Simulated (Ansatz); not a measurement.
Os, as given below.

```cif
data_structure
_symmetry_space_group_name_H-M 'P6_3/mmc'
_symmetry_Int_Tables_number 194
_cell_length_a 2.7547
_cell_length_b 2.7547
_cell_length_c 4.3459
_cell_angle_alpha 90.000
_cell_angle_beta 90.000
_cell_angle_gamma 120.000
_cell_volume 28.56
loop_
_atom_site_label
_atom_site_type_symbol
_atom_site_symmetry_multiplicity
_atom_site_Wyckoff_symbol
_atom_site_fract_x
_atom_site_fract_y
_atom_site_fract_z
_atom_site_occupancy
Os1 Os 2 d 0.33333 0.66667 0.75000 1
```

Basis of the simulation: coordinates from a relaxation at fixed volume with DFT PBE, spin-orbit coupling, plane waves, PAW in Ansatz.

Where will the first 4 clear peaks of its neutron PDF lie (peak width σ = 0.10 Å), and from which pairs do they come?

1. 2.72 Å: Os–Os at 2.69–2.75 Å
2. 3.85 Å: Os–Os at 3.85 Å
3. 4.35 Å: Os–Os at 4.35 Å
4. 4.75 Å: Os–Os at 4.74–4.77 Å

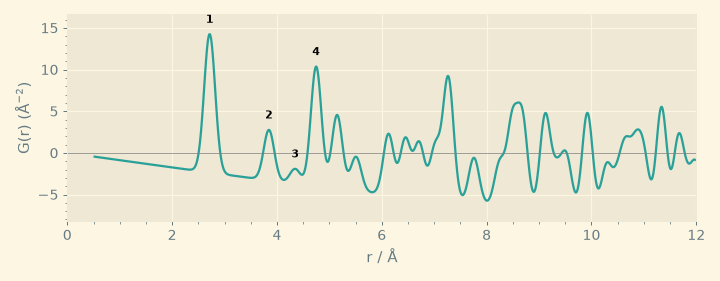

The curve is a calculated neutron PDF: distances of the static structure, each pair weighted by the product of the tabulated coherent neutron scattering lengths (natural isotope mix where the element has one), broadened by Gaussians with σ = 0.10 Å, damped by exp(−(Q_damp r)²/2) with Q_damp = 0.060 Å⁻¹. There is no Q-range truncation.
